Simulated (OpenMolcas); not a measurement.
# COS: single-point calculation (part 1 of 2)

The run: single-point calculation of COS, multiplicity 3. Method and program: PBE0/def2-TZVP, UKS (OpenMolcas 26.06).

The geometry is that of the parent species in another charge or spin state. The geometry comes from this level: PBE0-D4/def2-TZVP.

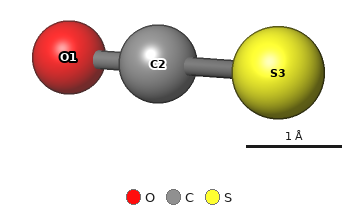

Figure 1. The structure (ball-and-stick view, seen at an oblique angle; atoms are numbered from 1 in the order of the input).

**Summary**

| quantity | value |
| --- | --- |
| outcome | converged |
| total energy | −511.155487 hartree |
| basis functions | 99 |
| ⟨S²⟩ | 2.009 |
| dipole moment | 1.66 debye |
| hardware | 1 thread of Arm Neoverse V2, 24 GiB of memory available, shared host |
| wall time | 57 s |
| peak memory | 0.55 GiB |

**The input**
```
* COS Kohn-Sham DFT

&GATEWAY
 BasLib=$CurrDir
 Coord=geom.xyz
 Basis=def2-TZVP
 Group=NoSym

&SEWARD
 GridInput
 Grid=UltraFine
 End of Grid

&SCF
 UHF
 Spin=3
 KSDFT=PBE0
 Thresholds=1e-10 1e-07 1e-07 1e-05
 PrOrbitals=1 1
```

**File geom.xyz**
```
3

O      0.921990     0.684410     0.582150
C      0.096740     0.071800     0.061080
S     -1.018720    -0.756210    -0.643230
```

Command:
```bash
export MOLCAS_MEM=1860
pymolcas test.inp > test.log
```

**Output**
```
--- Start Module: gateway ---

                                              &GATEWAY

                       available to each process: 1.9 GB of memory, 1 thread

 Basis Set     1 Label: O.DEF2-TZVP
 Basis set is read from library:.
 basistype.tbl is not found

 Basis Set     2 Label: C.DEF2-TZVP
 Basis set is read from library:.
 basistype.tbl is not found

 Basis Set     3 Label: S.DEF2-TZVP
 Basis set is read from library:.
 basistype.tbl is not found

++    Symmetry information:
      ---------------------

                    Character Table for C1

                             E
                    a        1  x, y, xy, Rz, z, xz, Ry, yz, Rx, I
--

++    Basis set information:
      ----------------------

      Basis set label: O.DEF2-TZVP.........

      Electronic valence basis set:
      ------------------
      Associated Effective Charge   8.000000 au
      Associated Actual Charge      8.000000 au
      Nuclear Model: Point charge

      Shell  nPrim  nBasis  Cartesian Spherical Contaminant
         s      11       5        X
         p       6       3        X
         d       2       2                 X
         f       1       1                 X

      Basis set label: C.DEF2-TZVP.........

      Electronic valence basis set:
      ------------------
      Associated Effective Charge   6.000000 au
      Associated Actual Charge      6.000000 au
      Nuclear Model: Point charge

      Shell  nPrim  nBasis  Cartesian Spherical Contaminant
         s      11       5        X
         p       6       3        X
         d       2       2                 X
         f       1       1                 X

      Basis set label: S.DEF2-TZVP.........

      Electronic valence basis set:
      ------------------
      Associated Effective Charge  16.000000 au
      Associated Actual Charge     16.000000 au
      Nuclear Model: Point charge

      Shell  nPrim  nBasis  Cartesian Spherical Contaminant
         s      14       5        X
         p       9       5        X
         d       3       2                 X
         f       1       1                 X
--

++    Molecular structure info:
      -------------------------

                    ************************************************
                    **** Cartesian Coordinates / bohr, angstrom ****
                    ************************************************

     Center  Label                x              y              z                     x              y              z
        1      O1               1.742309       1.293347       1.100104              0.921990       0.684410       0.582150
        2      C2               0.182812       0.135682       0.115424              0.096740       0.071800       0.061080
        3      S3              -1.925102      -1.429030      -1.215529             -1.018720      -0.756210      -0.643230

                    ***************************************
                    *    InterNuclear Distances / bohr    *
                    ***************************************

               1 O1            2 C2            3 S3
    1 O1       0.000000
    2 C2       2.177570        0.000000
    3 S3       5.120878        2.943308        0.000000

                    *******************************************
                    *    InterNuclear Distances / angstrom    *
                    *******************************************

               1 O1            2 C2            3 S3
    1 O1       0.000000
    2 C2       1.152320        0.000000
    3 S3       2.709852        1.557531        0.000000

                    **************************************
                    *    Valence Bond Angles / degree    *
                    **************************************
                          Atom centers                 Phi
                      1 O1       2 C2       3 S3       180.00
--

            Nuclear Potential Energy             79.65499587 au

--- Stop Module: gateway /rc=_RC_ALL_IS_WELL_ ---

--- Start Module: seward ---

                                              &SEWARD

                       available to each process: 1.9 GB of memory, 1 thread

               SEWARD will generate:
                  Multipole Moment integrals up to order  2
                  Kinetic Energy integrals
                  Nuclear Attraction integrals (point charge)
                  One-Electron Hamiltonian integrals
                  Velocity integrals
                  Orbital angular momentum around ( -0.5251  -0.3898  -0.3315 )
                  Velocity quadrupole around ( -0.5251  -0.3898  -0.3315 )
                  Two-Electron Repulsion integrals

                   Integrals are discarded if absolute value <: 1.00E-14
                   Integral cutoff threshold is set to       <: 1.00E-16

            Nuclear Potential Energy             79.65499587 au

      Basis set specifications :
      Symmetry species         a
      Basis functions           99

--- Stop Module: seward /rc=_RC_ALL_IS_WELL_ ---
--- Module seward spent 2 seconds ---

--- Start Module: scf ---

                                                &SCF

                       available to each process: 1.9 GB of memory, 1 thread

++    Input section:
      --------------

      Header of the integral files:

      Cartesian coordinates in angstrom:
      -----------------------------------------------------
      No.  Label        X            Y            Z
      -----------------------------------------------------
       1   O1         0.92199000   0.68441000   0.58215000
       2   C2         0.09674000   0.07180000   0.06108000
       3   S3        -1.01872000  -0.75621000  -0.64323000
      -----------------------------------------------------
      Nuclear repulsion energy =   79.65499587
--

++    Orbital specifications:
      -----------------------

      Symmetry species               1
                                     a
      Frozen orbitals                0
      Start temperature = 0.500
      End temperature   = 0.010
      Temperature Factor= 0.460
      Deleted orbitals               0
      Total number of orbitals      99
      Number of basis functions     99
--

      Molecular charge                           0.000

      Numerical integration parameters
      --------------------------------
      Radial quadrature type:                         MHL
      Size of radial grid:                            99
      Lebedev angular grid:                           41
      Angular grid pruned with the crowding factor:  1.00E+10
                                 and fading factor:  1.00E+01
      Screening threshold for integral computation:   1.00E-11
      Radial quadrature accuracy:                     1.00E-25
      Maximum batch size:                             128
      AO values are stored on disk
      The same grid will be used for all iterations.

      DFT functional specifications
      -----------------------------
      Using Libxc version: 6.2.2
      Please cite the following reference:
      S. Lehtola, C. Steigemann, M. J.T. Oliveira, and M. A.L. Marques.,  SoftwareX 7, 1–5 (2018) doi:10.1016/j.softx.2017.11.002

      * PBEH (PBE0)

++    Optimization specifications:
      ----------------------------

      SCF Algorithm: Conventional USCF
      D(i)-D(i-1) density differences are used
      Number of density matrices in core                 5
      Maximum number of NDDO SCF iterations            400
      Maximum number of HF SCF iterations              400
      Threshold for SCF energy change             1.00E-10
      Threshold for density matrix                1.00E-07
      Threshold for Fock matrix                   1.00E-07
      Threshold for linear dependence             1.00E-09
      Threshold at which DIIS is turned on        1.50E-01
      Maximum depth in the DIIS procedure                5
      Maximum depth in the BFGS Hessian update          30
      Threshold at which QNR/C2DIIS is turned on  7.50E-02
      Threshold for Norm(delta) (QNR/C2DIIS)      1.00E-05
      All orbitals punched on: UHFORB
--

      Input vectors read from INPORB
      Orbital file label: *Guess orbitals

++ Convergence information
                               UHF PBE0       iterations: Energy and convergence statistics

Iter     Tot. PBE0       One-elec.       Two-elec.     Energy      Max Dij or  Max Fij      DNorm      TNorm      AccCon     Time
         Energy          Energy          Energy        Change      Delta Norm                                                in Sec.
   1  -508.345760770  -889.381131002   301.380374356   0.00E+00    2.71E-01*   4.02E+00*    7.54E+00   1.82E+02   None         2.
   2  -507.490533915  -878.488619760   291.343089970   8.55E-01*   1.74E-01*   1.11E-01*    3.63E+01   1.78E+02   EDIIS        2.
   3  -510.519551920  -890.523083001   300.348535206  -3.03E+00*   4.35E-01*   1.63E-01*    5.00E+00   1.82E+02   EDIIS        2.
   4  -510.158529090  -891.208065747   301.394540782   3.61E-01*   1.22E-01*   1.49E-01*    5.94E+00   1.82E+02   EDIIS        2.
   5  -510.996711806  -891.733445328   301.081737648  -8.38E-01*   4.58E-01*   1.07E-01*    5.94E+00   1.82E+02   EDIIS        2.
   6  -510.702125703  -890.848398148   300.491276570   2.95E-01*   1.02E-01*   6.23E-02*    1.10E+00   1.81E+02   EDIIS        2.
   7  -511.072245239  -891.251149400   300.523908286  -3.70E-01*   8.75E-02*   3.75E-02*    3.69E-01   1.82E+02   EDIIS        2.
   8  -511.085838743  -891.514449497   300.773614879  -1.36E-02*   4.08E-02*   2.15E-02*    2.06E-01   1.82E+02   EDIIS        2.
   9  -511.096763750  -891.449507107   300.697747482  -1.09E-02*   3.22E-02*   1.71E-02*    1.00E-01   1.82E+02   EDIIS        2.
  10  -511.096000206  -891.383573607   300.632577526   7.64E-04*   1.39E-02*   8.98E-03*    1.30E-01   1.82E+02   EDIIS        2.
  11  -511.098069233  -891.448397583   300.695332476  -2.07E-03*   3.17E-02*   8.90E-03*    2.74E-02   1.82E+02   EDIIS        2.
  12  -511.130056461  -891.398771636   300.613719300  -3.20E-02*   1.35E-01*   2.46E-02*    1.27E+00   1.82E+02   EDIIS        2.
  13  -511.147160836  -891.678949881   300.876793170  -1.71E-02*   2.95E-01*   4.77E-02*    3.33E-01   1.82E+02   EDIIS        2.
  14  -511.111242070  -891.297996130   300.531758186   3.59E-02*   7.28E-02*   2.34E-02*    4.26E-01   1.82E+02   EDIIS        2.
  15  -511.152170846  -891.473508364   300.666341643  -4.09E-02*   4.09E-02*   1.59E-02*    1.29E-01   1.82E+02   EDIIS        2.
  16  -511.154974242  -891.592708010   300.782737893  -2.80E-03*   2.23E-02*   7.77E-03*    5.42E-02   1.82E+02   EDIIS        2.

       Fermi aufbau procedure completed!
      nOcc(alpha)=   16
      nOcc(beta) =   14
```
